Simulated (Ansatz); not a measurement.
**U-r2SCAN/def2-TZVP run of N2H3 (hydrazinyl radical)**

Aim: the electronic atomisation energy of N2H3 (hydrazinyl radical) at U-r2SCAN/def2-TZVP, from 3 runs. 

The calculation is run with Ansatz 0.2.0.

28 further runs of the same task are left out: 28 set aside as unsound or not needed.

**1. The system as given**

N2H3 has 5 atoms, charge 0, and is taken as a doublet. SMILES: `[NH]N`. The shape is that of a PBE0-D4/def2-TZVP optimisation. This is one conformer, not always the lowest.

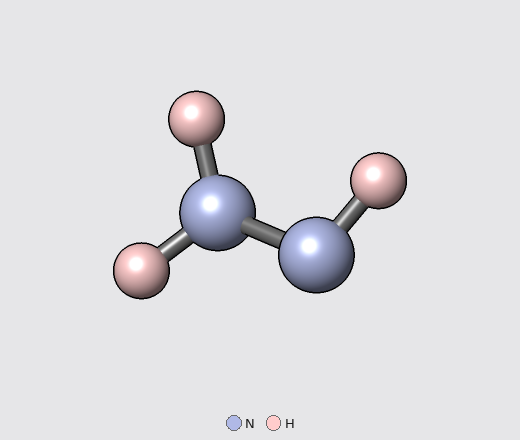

Viewed from a chosen angle; nitrogen light blue, hydrogen pink.

**2. The energy at U-r2SCAN/def2-TZVP**

The input, molecule.yaml:

```yaml
crystal:
  periodic: [false, false, false]
  atoms:
    - {symbol: "N", position_ang: [-0.187600, -0.818050, 0.454040]}
    - {symbol: "N", position_ang: [-0.128660, 0.235610, -0.368450]}
    - {symbol: H, position_ang: [0.759840, -0.951450, 0.811270]}
    - {symbol: H, position_ang: [-1.030950, 0.592300, -0.640030]}
    - {symbol: H, position_ang: [0.587360, 0.941580, -0.256830]}
basis:
  gaussian:
    orbitals: def2-TZVP
total_charge: 0
magnetization:
  spin_polarized: true
  initial_magnetization: 1
hamiltonian:
  xc: {name: r2SCAN}
accuracy: high
output: {orbitals: {seedname: orbitals}}
```

Started as:

```bash
$ ansatz run molecule.yaml --threads 1 --pin off --max-ram 3480MiB --events-out events.jsonl --progress --plain --runs-dir runs
```

The program printed:

```text
Warning: RAYON_NUM_THREADS=1 ignored (pool sized by the plan → 1); use --threads N
Functional definition: r2SCAN
  name "r2SCAN"
  parameter k0 = 0.174
  parameter k1 = 0.065
  parameter a1 = 4.9479
  exchange = r2scan_x(k0 = k0, k1 = k1, a1 = a1)
  correlation = r2scan_c
1425 factors; integrals over basis functions are off by at most 3.0e-9 eV
mean field evaluation 1: about -3021.0947 eV, gradient 3.6e1 eV
mean field evaluation 2: about -3016.1484 eV, gradient 4.9e1 eV
mean field evaluation 4: about -3026.2941 eV, gradient 2.5e0 eV
mean field evaluation 8: about -3026.3129 eV, gradient 4.1e-2 eV
mean field evaluation 16: about -3026.3129 eV, gradient 2.5e-5 eV
mean field -3026.31292838 eV, -111.2149488093 hartree, gradient 4.7e-8 eV, S^2 0.755447; 0 other end points of the search recorded, 0 dependent functions left out
reference -3026.31292997 eV, -111.2149488677 hartree; 9, 8 occupied and 71, 72 virtual orbitals, 1425 factors
Total energy: -3026.31292997 eV, -111.2149488677 hartree
```

Run time: 7.5 s. Hardware: 1 thread of Arm Neoverse V1, shared host; peak memory 0.25 GiB.

**3. The H atom**

The input, molecule.yaml:

```yaml
basis:
  gaussian:
    orbitals: def2-TZVP
crystal:
  periodic: [false, false, false]
  atoms:
    - {symbol: H, position_ang: [0.000000, 0.000000, 0.000000]}
magnetization:
  spin_polarized: true
  initial_magnetization: 1
hamiltonian:
  xc: {name: r2SCAN}
accuracy: high
```

Run the same way, it converges to -0.49993 Eh (log not shown).

**4. The N atom, same level**

The input, in.yaml:

```yaml
crystal:
  periodic: [false, false, false]
  atoms:
    - {symbol: N, position_ang: [0.000000, 0.000000, 0.000000]}
basis:
  gaussian:
    orbitals: def2-TZVP
magnetization:
  spin_polarized: true
  initial_magnetization: 3
hamiltonian:
  xc: {name: r2SCAN}
accuracy: high
```

Run the same way, it converges to -54.58101 Eh (log not shown).

**5. Results**

At U-r2SCAN/def2-TZVP:

```
                                    quantity          value
                      molecule: total energy  -111.21495 Eh
molecule: HOMO energy (highest over α and β)       -4.22 eV
 molecule: LUMO energy (lowest over α and β)       -1.47 eV
                              molecule: ⟨S²⟩          0.755
                        H atom: total energy    -0.49993 Eh
                                H atom: ⟨S²⟩          0.750
                        N atom: total energy   -54.58101 Eh
                                N atom: ⟨S²⟩          3.755
               electronic atomisation energy      15.052 eV
```

What this shows: Taking the molecule apart into free atoms costs 15.05 eV (1452 kJ/mol), before zero-point energy and without spin-orbit coupling.
